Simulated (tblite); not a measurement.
Run report: CH₆Ge₂, geometry relaxation (part 2 of 2)

Continued. System: CH₆Ge₂. Method: GFN2-xTB geometry optimisation, gas phase (tblite 0.8.0). 

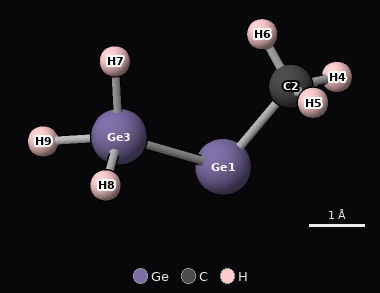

Fig. 1: The geometry at step 72 of the log (ball-and-stick view, seen at a tilt; atoms are numbered from 1 in the order of the input).

### Trajectory as extended XYZ, continued
```
9
Properties=species:S:1:pos:R:3:forces:R:3 step=48 energy=-245.82715
Ge   -0.1523   -0.7291    0.0380   -0.0210   0.0580   0.0030
C     1.2021   -1.4697   -1.2716   -0.0230  -0.0030  -0.0020
Ge    0.9625    1.4991    0.3099   -0.0090  -0.0850   0.0640
H     0.7268   -2.1791   -1.9508    0.0130  -0.0050  -0.0240
H     1.9569   -2.0276   -0.7141    0.0180   0.0320   0.0200
H     1.7126   -0.7107   -1.8616    0.0030  -0.0240  -0.0200
H     2.0739    1.9494   -0.6190    0.0270   0.0030   0.0050
H     1.6666    1.6267    1.6516    0.0280   0.0230  -0.0330
H     0.1492    2.7753    0.3768   -0.0360   0.0000  -0.0120
9
Properties=species:S:1:pos:R:3:forces:R:3 step=51 energy=-245.83085
Ge   -0.1791   -0.7216    0.0098   -0.0150   0.0670   0.0260
C     1.1977   -1.4600   -1.2736    0.0340  -0.0200  -0.0530
Ge    0.9701    1.4824    0.3448   -0.0370  -0.0600  -0.0720
H     0.7371   -2.1868   -1.9454    0.0240   0.0050  -0.0230
H     1.9573   -1.9994   -0.7035   -0.0020   0.0320   0.0300
H     1.7096   -0.7071   -1.8735   -0.0500  -0.0340   0.0140
H     2.0587    1.9204   -0.6157    0.0480  -0.0130  -0.0080
H     1.7014    1.6506    1.6594    0.0150   0.0450   0.0370
H     0.1454    2.7558    0.3568   -0.0170  -0.0230   0.0490
9
Properties=species:S:1:pos:R:3:forces:R:3 step=54 energy=-245.83271
Ge   -0.1881   -0.7096    0.0025    0.0140  -0.0250  -0.0400
C     1.1936   -1.4630   -1.2782   -0.0260  -0.0030   0.0210
Ge    0.9774    1.4738    0.3481    0.0600   0.0430  -0.0110
H     0.7417   -2.1965   -1.9493    0.0300   0.0080   0.0140
H     1.9532   -1.9883   -0.6944   -0.0150   0.0160   0.0080
H     1.7042   -0.7117   -1.8785   -0.0300   0.0000  -0.0140
H     2.0664    1.9296   -0.6078    0.0160  -0.0300  -0.0120
H     1.7167    1.6626    1.6633   -0.0510   0.0250  -0.0210
H     0.1331    2.7373    0.3535    0.0040  -0.0340   0.0560
9
Properties=species:S:1:pos:R:3:forces:R:3 step=57 energy=-245.83497
Ge   -0.2077   -0.7051   -0.0135   -0.0020  -0.0080  -0.0140
C     1.1858   -1.4558   -1.2761    0.0010   0.0230   0.0160
Ge    0.9905    1.4589    0.3505    0.0150   0.0110   0.0590
H     0.7629   -2.1995   -1.9513   -0.0130  -0.0510   0.0080
H     1.9514   -1.9554   -0.6793    0.0020  -0.0100   0.0110
H     1.6845   -0.6969   -1.8747    0.0060   0.0350  -0.0400
H     2.0735    1.8999   -0.6159    0.0150   0.0080  -0.0210
H     1.7275    1.6781    1.6626   -0.0430  -0.0040  -0.0330
H     0.1299    2.7101    0.3570    0.0190  -0.0030   0.0140
9
Properties=species:S:1:pos:R:3:forces:R:3 step=60 energy=-245.83558
Ge   -0.2123   -0.7019   -0.0230   -0.0040   0.0020  -0.0030
C     1.1859   -1.4538   -1.2784   -0.0010  -0.0050  -0.0100
Ge    0.9935    1.4567    0.3601   -0.0120  -0.0140  -0.0180
H     0.7660   -2.2061   -1.9477   -0.0050  -0.0210   0.0180
H     1.9500   -1.9495   -0.6755    0.0070   0.0170  -0.0040
H     1.6822   -0.6976   -1.8844    0.0000   0.0050  -0.0080
H     2.0715    1.8905   -0.6157    0.0110   0.0120  -0.0120
H     1.7293    1.6903    1.6631    0.0000  -0.0070   0.0320
H     0.1320    2.7056    0.3606    0.0060   0.0100   0.0030
9
Properties=species:S:1:pos:R:3:forces:R:3 step=63 energy=-245.83599
Ge   -0.2094   -0.6958   -0.0289    0.0040  -0.0020  -0.0110
C     1.1855   -1.4595   -1.2829   -0.0170  -0.0070   0.0030
Ge    1.0001    1.4593    0.3591    0.0250   0.0030  -0.0120
H     0.7598   -2.2178   -1.9428    0.0120  -0.0010   0.0190
H     1.9478   -1.9525   -0.6750    0.0070   0.0250  -0.0180
H     1.6827   -0.7094   -1.8966   -0.0090  -0.0150   0.0030
H     2.0789    1.9143   -0.6107   -0.0120  -0.0060   0.0140
H     1.7249    1.6956    1.6703   -0.0040  -0.0200   0.0060
H     0.1280    2.7001    0.3667   -0.0070   0.0210  -0.0050
9
Properties=species:S:1:pos:R:3:forces:R:3 step=66 energy=-245.83631
Ge   -0.2118   -0.6931   -0.0355   -0.0050   0.0170   0.0080
C     1.1828   -1.4603   -1.2840    0.0140   0.0020  -0.0010
Ge    1.0059    1.4583    0.3598   -0.0170   0.0150   0.0050
H     0.7619   -2.2259   -1.9370   -0.0020  -0.0070  -0.0050
H     1.9493   -1.9445   -0.6757    0.0190   0.0110   0.0110
H     1.6781   -0.7121   -1.9015   -0.0200  -0.0110  -0.0140
H     2.0807    1.9187   -0.6113    0.0010  -0.0050   0.0230
H     1.7234    1.6949    1.6769   -0.0020  -0.0200  -0.0220
H     0.1279    2.6982    0.3675    0.0110  -0.0030  -0.0050
9
Properties=species:S:1:pos:R:3:forces:R:3 step=69 energy=-245.83738
Ge   -0.2213   -0.6802   -0.0512   -0.0180  -0.0140   0.0060
C     1.1802   -1.4578   -1.2861    0.0350  -0.0130   0.0060
Ge    1.0090    1.4573    0.3648   -0.1040   0.0240  -0.0140
H     0.7711   -2.2502   -1.9154    0.0040   0.0250  -0.0030
H     1.9648   -1.9086   -0.6753    0.0060   0.0020   0.0350
H     1.6582   -0.7156   -1.9238   -0.0400  -0.0030  -0.0390
H     2.0833    1.9030   -0.6080    0.0400   0.0260   0.0160
H     1.7185    1.6817    1.6847    0.0250  -0.0030  -0.0040
H     0.1345    2.7045    0.3695    0.0510  -0.0460  -0.0040
9
Properties=species:S:1:pos:R:3:forces:R:3 step=72 energy=-245.84061
Ge   -0.2413   -0.6507   -0.0825    0.0080  -0.1170  -0.0560
C     1.1793   -1.4591   -1.2888    0.0010   0.0220   0.0280
Ge    1.0022    1.4619    0.3573   -0.0010  -0.0170  -0.0190
H     0.7868   -2.3087   -1.8550    0.0690   0.0690   0.0540
H     2.0089   -1.8196   -0.6753   -0.0690  -0.0200   0.0080
H     1.6007   -0.7383   -1.9896   -0.0690  -0.0070  -0.0290
H     2.1106    1.8954   -0.5832    0.0140   0.0430   0.0270
H     1.6944    1.6334    1.6933    0.0290   0.0020   0.0060
H     0.1565    2.7199    0.3829    0.0200   0.0270  -0.0180
9
Properties=species:S:1:pos:R:3:forces:R:3 step=75 energy=-245.84009
Ge   -0.2999   -0.6428   -0.1439    0.0780  -0.0180  -0.0260
C     1.1694   -1.4498   -1.2838    0.2390  -0.1070  -0.1030
Ge    0.9887    1.4477    0.3405    0.1600  -0.0750   0.0330
H     0.8542   -2.3970   -1.7537    0.1700   0.3130   0.1790
H     2.0696   -1.6445   -0.6725   -0.3830   0.0310  -0.2380
H     1.4709   -0.7547   -2.0810   -0.0930  -0.2080   0.1850
H     2.1569    1.8763   -0.5383   -0.0590  -0.0260   0.0240
H     1.6662    1.5556    1.6989   -0.0260  -0.0410  -0.0350
H     0.2222    2.7434    0.3930   -0.0870   0.1310  -0.0190
9
Properties=species:S:1:pos:R:3:forces:R:3 step=78 energy=-245.84858
Ge   -0.2931   -0.6402   -0.1525   -0.0270   0.0160   0.0370
C     1.1707   -1.4476   -1.2849    0.0980  -0.1060  -0.0990
Ge    0.9921    1.4505    0.3405   -0.0090   0.0260   0.0130
H     0.8693   -2.4035   -1.7304    0.0570   0.1560   0.0660
H     2.0665   -1.6300   -0.6807   -0.1220   0.0520  -0.0940
H     1.4500   -0.7670   -2.0953   -0.0050  -0.1050   0.0910
H     2.1599    1.8786   -0.5286    0.0080  -0.0040  -0.0130
H     1.6611    1.5338    1.7012   -0.0150  -0.0050  -0.0040
H     0.2216    2.7596    0.3899    0.0150  -0.0300   0.0020
9
Properties=species:S:1:pos:R:3:forces:R:3 step=81 energy=-245.85019
Ge   -0.2971   -0.6328   -0.1589    0.0050  -0.0050   0.0070
C     1.1709   -1.4488   -1.2876   -0.0020  -0.0230   0.0160
Ge    0.9935    1.4534    0.3357   -0.0030   0.0090  -0.0110
H     0.8816   -2.4143   -1.7083    0.0070   0.0400   0.0070
H     2.0702   -1.6034   -0.6870   -0.0370   0.0390  -0.0440
H     1.4298   -0.7812   -2.1106    0.0290  -0.0370   0.0130
H     2.1724    1.8839   -0.5198   -0.0130  -0.0060   0.0000
H     1.6515    1.5147    1.7020   -0.0080   0.0050   0.0080
H     0.2256    2.7628    0.3937    0.0210  -0.0210   0.0040
9
Properties=species:S:1:pos:R:3:forces:R:3 step=84 energy=-245.85105
Ge   -0.3109   -0.6228   -0.1785    0.0100  -0.0060   0.0010
C     1.1694   -1.4438   -1.2875   -0.0200   0.0010  -0.0010
Ge    0.9887    1.4534    0.3334    0.0130  -0.0280  -0.0140
H     0.9080   -2.4345   -1.6625   -0.0100   0.0090   0.0000
H     2.0840   -1.5384   -0.7018    0.0070   0.0170   0.0050
H     1.3926   -0.8064   -2.1439    0.0150  -0.0090  -0.0030
H     2.1836    1.8676   -0.5072   -0.0100  -0.0030   0.0030
H     1.6347    1.4854    1.7062   -0.0010   0.0040   0.0080
H     0.2481    2.7737    0.4010   -0.0040   0.0150   0.0010
9
Properties=species:S:1:pos:R:3:forces:R:3 step=87 energy=-245.85119
Ge   -0.3154   -0.6198   -0.1863    0.0010  -0.0030   0.0060
C     1.1689   -1.4409   -1.2879   -0.0030  -0.0020  -0.0050
Ge    0.9878    1.4504    0.3348    0.0030  -0.0040   0.0000
H     0.9137   -2.4383   -1.6487   -0.0030   0.0000  -0.0010
H     2.0875   -1.5180   -0.7058    0.0010   0.0040   0.0090
H     1.3853   -0.8150   -2.1544    0.0020   0.0030  -0.0070
H     2.1844    1.8591   -0.5046    0.0000   0.0010   0.0000
H     1.6322    1.4809    1.7092   -0.0020  -0.0010   0.0000
H     0.2538    2.7758    0.4027    0.0000   0.0010  -0.0020
9
Properties=species:S:1:pos:R:3:forces:R:3 step=90 energy=-245.85121
Ge   -0.3144   -0.6211   -0.1843    0.0020  -0.0020   0.0050
C     1.1690   -1.4411   -1.2882   -0.0030   0.0030   0.0030
Ge    0.9882    1.4499    0.3346    0.0000   0.0050   0.0010
H     0.9115   -2.4367   -1.6518    0.0000  -0.0030  -0.0030
H     2.0863   -1.5220   -0.7042   -0.0020   0.0030   0.0040
H     1.3882   -0.8129   -2.1522    0.0030   0.0010  -0.0070
H     2.1839    1.8604   -0.5054    0.0000  -0.0010  -0.0010
H     1.6331    1.4828    1.7086   -0.0010  -0.0020   0.0010
H     0.2524    2.7749    0.4021    0.0020  -0.0040  -0.0030
9
Properties=species:S:1:pos:R:3:forces:R:3 step=91 energy=-245.85122
Ge   -0.3144   -0.6217   -0.1833    0.0020  -0.0020   0.0040
C     1.1689   -1.4407   -1.2880   -0.0010   0.0010  -0.0030
Ge    0.9878    1.4500    0.3343    0.0000   0.0000  -0.0010
H     0.9121   -2.4365   -1.6522    0.0010   0.0020   0.0000
H     2.0863   -1.5212   -0.7040   -0.0030   0.0020   0.0040
H     1.3879   -0.8121   -2.1519    0.0010  -0.0010  -0.0030
H     2.1837    1.8593   -0.5059    0.0000   0.0000   0.0000
H     1.6325    1.4819    1.7082    0.0000  -0.0010   0.0020
H     0.2533    2.7753    0.4019    0.0000  -0.0010  -0.0020
```

The run was set up as follows.

### Input
```
{"job": {"kind": "relax", "xc": "GFN2-xTB", "basis": "xTB"}, "charge": 0, "multiplicity": 1}
Ge     0.966474    -0.190482    -0.502455
C      1.213995    -1.858091    -1.444954
Ge     1.070008     1.960184     0.550227
H      0.270468    -2.242535    -1.724070
H      1.696373    -2.542733    -0.827414
H      1.769838    -1.684063    -2.310095
H      2.021477     2.868659    -0.266145
H      1.582456     1.844328     1.956117
H     -0.292881     2.578961     0.527945
```

The first line tells a small driver script what to run in tblite; the rest is the geometry in Å.

Launched with:
```bash
OMP_NUM_THREADS=1 python <driver script> task.json out
```

### Key numbers

```json
{"quantity": "outcome", "value": "converged"}
{"quantity": "total energy", "value": "−245.8512 eV"}
{"quantity": "hardware", "value": "1 CPU thread, shared host"}
{"quantity": "wall time", "value": "0.86 s"}
{"quantity": "peak memory", "value": "0.18 GiB"}
```
